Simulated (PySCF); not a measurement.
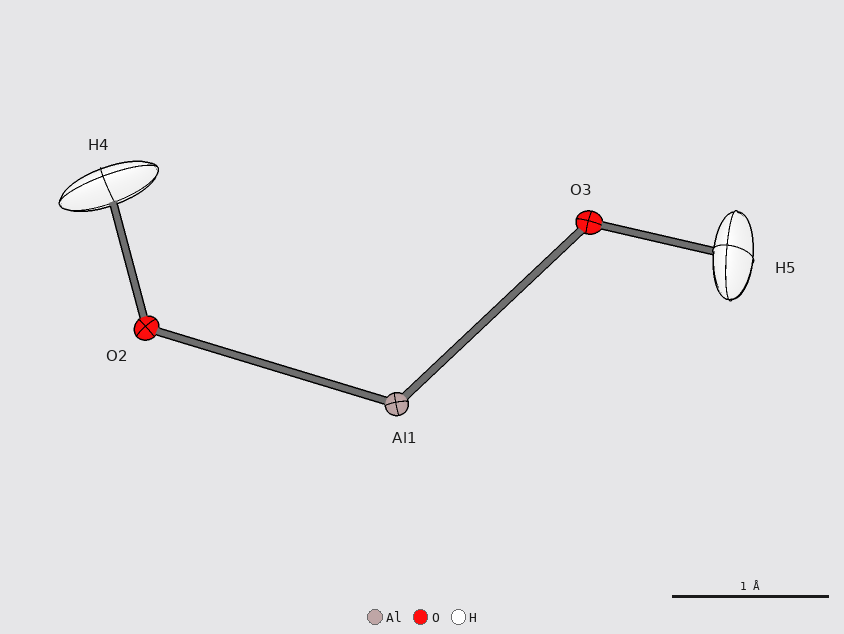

Displacement ellipsoids at the 50 % level, from the internal vibrations of the free molecule (harmonic, no overall translation or rotation; no half-axis is drawn under 0.075 Å). State: neutral, doublet. Vibrations computed with UKS-based PBE0, Al def2-TZVP, O def2-TZVP, H def2-TZVP; non-relativistic; density fitting (PySCF 2.14.0). Temperature: 298 K.

Give the displacement parameters, one line for each set of equivalent atoms.

```tsv
atom	U_eq (Å²)	rms amplitudes (Å)
Al1	0.00080	0.012, 0.019, 0.044
O2	0.0014	0.027, 0.027, 0.054
O3	0.0015	0.021, 0.029, 0.057
H4	0.0410	0.069, 0.217, 0.266
H5	0.0388	0.082, 0.185, 0.275
```
